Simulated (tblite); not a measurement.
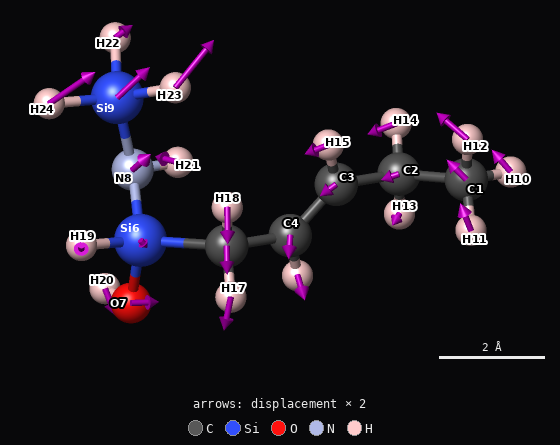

A relaxation of C$_{5}$H$_{15}$NOSi$_{2}$. The starting structure is drawn; purple arrows show the displacements, magnified 2 times. The two geometries are superimposed by the best rigid fit.

A ball-and-stick model, seen face on.

Theory: tblite 0.8.0, GFN2-xTB geometry optimisation, gas phase. 

Atoms of which element are displaced furthest, and by how much?

Answer. Hydrogen: up to 0.60 Å, against 0.44 Å for silicon.

Describe the change and its energy.

Answer. After 148 geometry steps the energy has fallen by 51.4 kJ/mol. The largest moves after the best rigid fit, 0.60 Å, are those of H atoms. Largest moves by element: H 0.60 Å, Si 0.44 Å, N 0.31 Å, O 0.29 Å, C 0.28 Å. Some distances before and after: Si–Si 2.776 → 3.112 Å, N–Si 1.679 → 1.735 Å, C–C 1.516 → 1.489 Å, O–Si 1.655 → 1.629 Å. Among the angles between lasting bonds that change: Si–N–Si 111.0° → 127.8°, O–Si–N 100.6° → 109.0°, C–Si–O 112.0° → 104.6°. Groups turn about O–Si by about 30°. Cost: 2.9 s on 1 thread of AMD EPYC 7R43 64-Core Processor, with other jobs on the host.
